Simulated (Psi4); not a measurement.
# H2S (hydrogen sulfide): wB97M-V/cc-pVTZ (density fitting with cc-pvtz-jkfit, sweep point 4)

What is the vertical ionisation energy of H2S (hydrogen sulfide) at wB97M-V/cc-pVTZ (density fitting with cc-pvtz-jkfit, sweep point 4)? 

Program for the calculation: Psi4 1.11.

2 further runs of the same task are left out: 2 set aside as unsound or not needed.

**1. Starting point**

The species is H2S (3 atoms), meant as a singlet with charge 0. As SMILES, `S`. Geometry: relaxed at PBE0-D4/def2-TZVP.

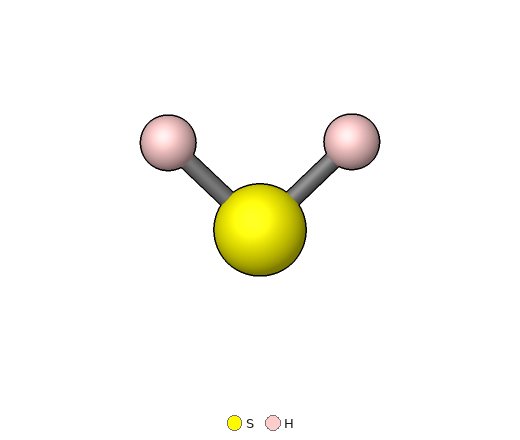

Viewed from a chosen angle; sulfur yellow, hydrogen pink.

**2. The energy at wB97M-V/cc-pVTZ (density fitting with cc-pvtz-jkfit, sweep point 4)**

The input, calc.in:

```
memory 1600 mb

molecule mol {
  0 1
  S      0.93635929    -0.53025715     0.46090420
  H      0.18500419     1.88537975     0.30689152
  H     -1.12136348    -1.35512260    -0.76779572
  units bohr
  symmetry c1
}

set {
  basis                cc-pVTZ
  puream               true
  scf_type             df
  dft_radial_points    99
  dft_spherical_points 590
  df_basis_scf         cc-pvtz-jkfit
}

energy('wb97m-v')
print_variables()
```

Started as:

```console
$ psi4 -n 1 calc.in calc.out
```

calc.out (excerpt; [...] marks lines left out):

```text
[...]
  Running in c1 symmetry.
[...]
  Nuclear repulsion =   12.899079527231992
[...]
  Multiplicity = 1
[...]
  Nalpha       = 9
  Nbeta        = 9
[...]
    Number of basis functions: 62
[...]
   @DF-RKS iter   1:  -399.33991027185266   -2.04325e-01   4.46495e-03 ADIIS/DIIS
[...]
   @DF-RKS iter   7:  -399.37856430575630   -4.90274e-09   1.56356e-07 DIIS
[...]
    Orbital Energies [Eh]
    ---------------------
    Doubly Occupied:
       1A    -89.206592     2A     -8.123023     3A     -6.033110
       4A     -6.030280     5A     -6.024655     6A     -0.860200
       7A     -0.539937     8A     -0.463342     9A     -0.358134
[...]
  @DF-RKS Final Energy:  -399.37856430575630
   => Energetics <=
    Nuclear Repulsion Energy =             12.8990795272319918
    One-Electron Energy =                -576.6931324740953642
    Two-Electron Energy =                 184.4983155267591997
    DFT Exchange-Correlation Energy =     -20.1585700346654235
    Empirical Dispersion Energy =           0.0000000000000000
    VV10 Nonlocal Energy =                  0.0757431490133468
    Total Energy =                       -399.3785643057562993
[...]
 Multipole Moments:
 ------------------------------------------------------------------------------------
     Multipole            Electronic (a.u.)      Nuclear  (a.u.)        Total (a.u.)
 ------------------------------------------------------------------------------------
 L = 1.  Multiply by 2.5417464519 to convert [e a0] to [Debye]
 Dipole X            :          1.0810905           -1.4581145           -0.3770240
 Dipole Y            :         -0.5523713            0.7450325            0.1926612
 Dipole Z            :          0.0000000            0.0000000            0.0000000
 Magnitude           :                                                    0.4233975
[...]
```

Wall time 20 s (1 thread of AMD EPYC 7B13 (Zen 3), shared host); peak memory 1 GiB.

**3. The doublet cation, same level**

The input, input.inp:

```
memory 1600 mb

molecule system {
  1 2
  S      0.93635929    -0.53025715     0.46090420
  H      0.18500419     1.88537975     0.30689152
  H     -1.12136348    -1.35512260    -0.76779572
  units bohr
  symmetry c1
}

set {
  basis cc-pVTZ
  reference uks
  puream true
  scf_type df
  dft_radial_points 99
  dft_spherical_points 590
  df_basis_scf cc-pvtz-jkfit
  maxiter 150
}

result, w = energy('wb97m-v', return_wfn=True)
print_variables()
```

Started as:

```console
$ psi4 input.inp input.out -n 1
```

input.out (excerpt; [...] marks lines left out):

```text
[...]
  Running in c1 symmetry.
[...]
  Nuclear repulsion =   12.899079527231992
[...]
  Multiplicity = 2
[...]
  Nalpha       = 9
  Nbeta        = 8
[...]
    Number of basis functions: 62
[...]
   @DF-UKS iter   1:  -398.97429307232511    1.61293e-01   2.77930e-03 ADIIS/DIIS
[...]
   @DF-UKS iter   8:  -398.99604715967178   -1.83727e-08   2.68637e-07 DIIS
[...]
   @S^2 Observed:                7.529160722E-01
[...]
    Orbital Energies [Eh]
    ---------------------
    Alpha Occupied:
       1A    -89.610210     2A     -8.519939     3A     -6.437278
       4A     -6.425608     5A     -6.422495     6A     -1.226916
       7A     -0.873843     8A     -0.804845     9A     -0.741085
    Alpha Virtual:
      10A     -0.189749    11A     -0.169038    12A      0.002953
      13A      0.011611    14A      0.066617    15A      0.076032
      16A      0.085775    17A      0.096932    18A      0.103803
      19A      0.189741    20A      0.253665    21A      0.399702
      22A      0.444969    23A      0.606447    24A      0.635991
      25A      0.670470    26A      0.705964    27A      0.971464
[...]
  @DF-UKS Final Energy:  -398.99604715967178
   => Energetics <=
    Nuclear Repulsion Energy =             12.8990795272319918
    One-Electron Energy =                -570.0126870627450444
    Two-Electron Energy =                 178.0565267485835363
    DFT Exchange-Correlation Energy =     -20.0117061169341106
    Empirical Dispersion Energy =           0.0000000000000000
    VV10 Nonlocal Energy =                  0.0727397441918835
    Total Energy =                       -398.9960471596717753
[...]
 Multipole Moments:
 ------------------------------------------------------------------------------------
     Multipole            Electronic (a.u.)      Nuclear  (a.u.)        Total (a.u.)
 ------------------------------------------------------------------------------------
 L = 1.  Multiply by 2.5417464519 to convert [e a0] to [Debye]
 Dipole X            :          0.8852360           -1.4581145           -0.5728785
 Dipole Y            :         -0.4523295            0.7450325            0.2927030
 Dipole Z            :          0.0000000            0.0000000            0.0000000
 Magnitude           :                                                    0.6433233
[...]
```

Wall time 27 s (1 thread of AMD EPYC 7B13 (Zen 3), shared host); peak memory 1 GiB.

**4. Results**

At wB97M-V/cc-pVTZ (density fitting with cc-pvtz-jkfit, sweep point 4):

| quantity | value |
| --- | --- |
| singlet H2S: total energy | -399.37856 Eh |
| singlet H2S: dipole moment | 1.08 D |
| singlet H2S: HOMO energy | -9.75 eV |
| singlet H2S: LUMO energy | 2.39 eV |
| singlet H2S: HOMO–LUMO gap | 12.13 eV |
| doublet cation: total energy | -398.99605 Eh |
| doublet cation: HOMO energy (highest over α and β) | -20.17 eV |
| doublet cation: LUMO energy (lowest over α and β) | -11.00 eV |
| doublet cation: ⟨S²⟩ | 0.753 |
| vertical ionisation energy (to the doublet cation) | 10.409 eV |

The vertical ionisation energy comes to 10.41 eV (240 kcal/mol). −ε(HOMO) before ionisation, 9.75 eV, is 0.66 eV below this ionisation energy.
